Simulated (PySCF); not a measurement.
B(Vi)(OH)(NH2), C2H6BNO, SMILES C=CB(N)O at its PBE0/def2-SVP optimised geometry (Å):

```
11

B      0.3670     0.2091     0.0000
C     -0.4172    -1.1499    -0.0006
C     -1.7540    -1.2168    -0.0110
H      0.1412    -2.0964     0.0071
H     -2.2985    -2.1677    -0.0121
H     -2.3585    -0.3032    -0.0191
O     -0.3696     1.3677     0.0000
H      0.1618     2.1677    -0.0026
N      1.7802     0.2091     0.0000
H      2.3585     1.0382    -0.0003
H      2.3130    -0.6491    -0.0006
```

Method: PBE0/def2-TZVP (PySCF 2.14.0). Cells within 0.4 Å of a nucleus heavier than hydrogen are left out (blank, or x).

Map of the deformation density (molecule minus spherical neutral atoms) (e/bohr³) on the plane z = 0.0 Å:

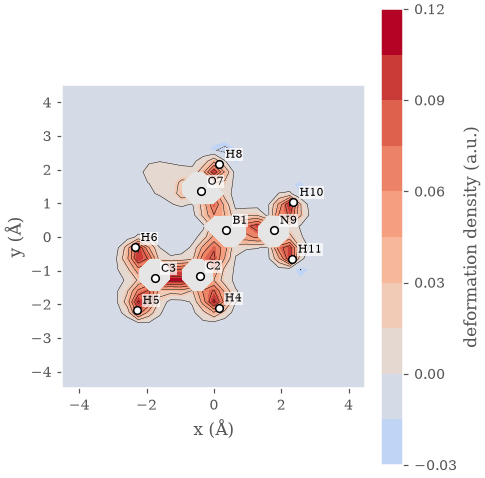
Figure. Deformation density (molecule minus spherical neutral atoms) (e/bohr³) on the plane z = 0.0 Å.
